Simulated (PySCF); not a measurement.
# doublet [OF2]+: levels of theory compared

We compute a comparison of 6 runs (UHF/STO-3G, UB3LYP/6-31G*, U-wB97X/cc-pVTZ, UBHLYP/cc-pVTZ, UCAM-B3LYP/cc-pVTZ, USCS-MP2/cc-pVTZ) of doublet [OF2]+. Input form: a Python script.

The results are computed with PySCF 2.14.0.

1 further run of the same task is left out (set aside as unsound or not needed).

## (1) The structure to begin with

[OF2]+ has 3 atoms, charge +1, and is taken as a doublet. As SMILES of the parent species, `FOF`. The shape is that of a GFN2-xTB optimisation. That shape belongs to the parent species and isn't relaxed for this state.

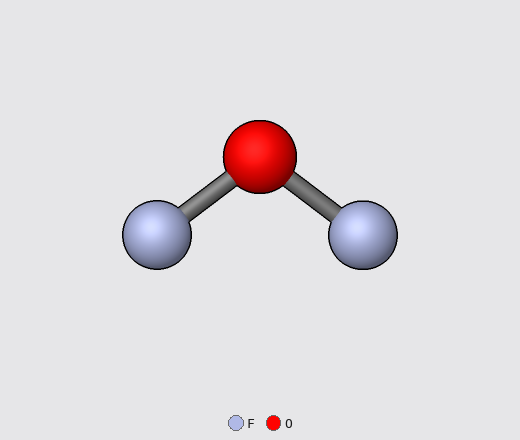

The structure, seen from a chosen angle (fluorine light blue, oxygen red).

## (2) A single-point energy at UHF/STO-3G (run 1)

File job.py:

```python
from pyscf import gto, scf

mol = gto.M(
    atom=[
    ('F', (0.956190, -0.330530, 0.490900)),
    ('O', (0.000730, 0.544900, 0.060070)),
    ('F', (-0.956920, -0.214370, -0.550970)),
],
    verbose=3,
    max_memory=1860,
    basis='sto-3g',
    charge=1,
    spin=1,
)

myscf = scf.UHF(mol)
myscf.conv_tol = 1e-10
myscf.kernel()
if not myscf.converged:
    myscf = myscf.newton().run(myscf.mo_coeff, myscf.mo_occ)

e_tot = myscf.e_tot
print(f'total energy: {e_tot:.8f} hartree')
```

Started as:

```
$ OMP_NUM_THREADS=1 python job.py
```

The log of the run:

```text
converged SCF energy = -269.449417500348  <S^2> = 0.87464923  2S+1 = 2.1209896
total energy: -269.44941750 hartree
```

Run time: 0.72 s. Hardware: 1 thread of Arm Neoverse V1, shared host; peak memory 0.099 GiB.

## (3) The energy at UB3LYP/6-31G(d) (spherical functions) (run 2)

File run.py:

```python
from pyscf import gto, dft

mol = gto.M(
    atom='''
F    0.956190  -0.330530   0.490900
O    0.000730   0.544900   0.060070
F   -0.956920  -0.214370  -0.550970
''',
    charge=1,
    max_memory=1860,
    spin=1,
    basis='6-31g*',
    verbose=3,
)

ks = dft.UKS(mol)
ks.xc = 'b3lyp'
ks.conv_tol = 1e-10
ks.grids.level = 5
ks.kernel()
if not ks.converged:
    ks = ks.newton().run(ks.mo_coeff, ks.mo_occ)

energy = ks.e_tot
print('E(%s) = %.9f' % ('B3LYP', energy))
```

Started as:

```
$ OMP_NUM_THREADS=1 python run.py
```

The log of the run:

```text
WARN: HOMO -0.303474647850133 >= LUMO -0.303474647850131

converged SCF energy = -274.174362236674  <S^2> = 0.753111  2S+1 = 2.0031086
E(B3LYP) = -274.174362237
```

Run time: 7.8 s. Hardware: 1 thread of Arm Neoverse V1, shared host; peak memory 0.26 GiB.

Run 3 isn't shown in full; the table further down has it.

## (4) A single-point energy at UBHLYP/cc-pVTZ (run 4)

File run.py:

```python
from pyscf import gto, dft

system = gto.M(
    atom='''
F      1.806937    -0.624611     0.927667
O      0.001380     1.029712     0.113516
F     -1.808317    -0.405101    -1.041182
''',
    basis='cc-pvtz',
    max_memory=1860,
    unit='bohr',
    spin=1,
    verbose=3,
    charge=1,
)

mf = dft.UKS(system, xc='bhandhlyp')
mf.conv_tol = 1e-10
mf.grids.level = 5
mf.kernel()
if not mf.converged:
    mf = mf.newton().run(mf.mo_coeff, mf.mo_occ)

energy = mf.e_tot
print('E = %.10f Eh' % energy)
```

Started as:

```
$ OMP_NUM_THREADS=1 python run.py
```

The log of the run:

```text
WARN: HOMO -0.318173986334941 >= LUMO -0.318173986334942

converged SCF energy = -274.147979441566  <S^2> = 0.76086225  2S+1 = 2.0108329
E = -274.1479794416 Eh
```

It took 23 s on 1 thread of Arm Neoverse V1, shared host; peak memory 0.44 GiB.

Run 5 isn't shown in full; the table further down has it.

## (5) The energy at USCS-MP2/cc-pVTZ (run 6)

File start.xyz:

```xyz
3
F2O
F      0.956190    -0.330530     0.490900
O      0.000730     0.544900     0.060070
F     -0.956920    -0.214370    -0.550970
```

File job.py:

```python
from pyscf import gto, scf, mp

mol = gto.M(
    atom='start.xyz',
    spin=1,
    basis='cc-pvtz',
    max_memory=1860,
    verbose=3,
    charge=1,
)

mf = scf.UHF(mol)
mf.conv_tol = 1e-10
mf.kernel()
if not mf.converged:
    mf = mf.newton().run(mf.mo_coeff, mf.mo_occ)

pt = mp.MP2(mf, frozen=3).run()
e_final = mf.e_tot + 1.2 * pt.e_corr_os + pt.e_corr_ss / 3
print('E = %.10f Eh' % e_final)
```

Started as:

```
$ OMP_NUM_THREADS=1 python job.py
```

The log of the run:

```text
converged SCF energy = -273.104171532709  <S^2> = 1.0074249  2S+1 = 2.2426992
E(UMP2) = -273.787876004171  E_corr = -0.683704471461762
E(SCS-UMP2) = -273.769617461402  E_corr = -0.66544592869286
E = -273.7696174614 Eh
```

Wall time 3.9 s (1 thread of Arm Neoverse V1, shared host); peak memory 0.21 GiB.

## (6) All runs side by side

```tsv
run	level	integration grid	frozen core orbitals	energy (Eh)	HOMO energy (eV)	LUMO energy (eV)	⟨S²⟩	wall time
1	UHF/STO-3G	–	–	-269.449418	-25.69	-7.16	0.875	0.72 s
2	UB3LYP/6-31G* (spherical functions)	5	–	-274.174362	-21.32	-16.78	0.753	7.8 s
3	U-wB97X/cc-pVTZ	5	–	-274.222625	-24.31	-13.98	0.755	27 s
4	UBHLYP/cc-pVTZ	5	–	-274.147979	-24.46	-14.94	0.761	23 s
5	UCAM-B3LYP/cc-pVTZ	5	–	-274.215289	-23.46	-15.24	0.754	26 s
6	USCS-MP2/cc-pVTZ	–	3	-273.769617	-28.40	-9.35	1.007	3.9 s
```

## (7) Results

| quantity | value |
| --- | --- |
| run 6: total energy | -273.76962 Eh |
| run 6: HOMO energy (Hartree–Fock orbitals) (highest over α and β) | -28.40 eV |
| run 6: LUMO energy (Hartree–Fock orbitals) (lowest over α and β) | -9.35 eV |
| run 6: correlation energy (3 core orbitals frozen) | -665.4 mEh |
| run 6: ⟨S²⟩ of the reference determinant | 1.007 |

Totals of different functionals can't be ranked against each other. In run 1 the basis is minimal, so the values are rough. Spin contamination of the reference: run 6 ⟨S²⟩ = 1.01, run 1 ⟨S²⟩ = 0.87. All runs together took 88 s, the longest 27 s.
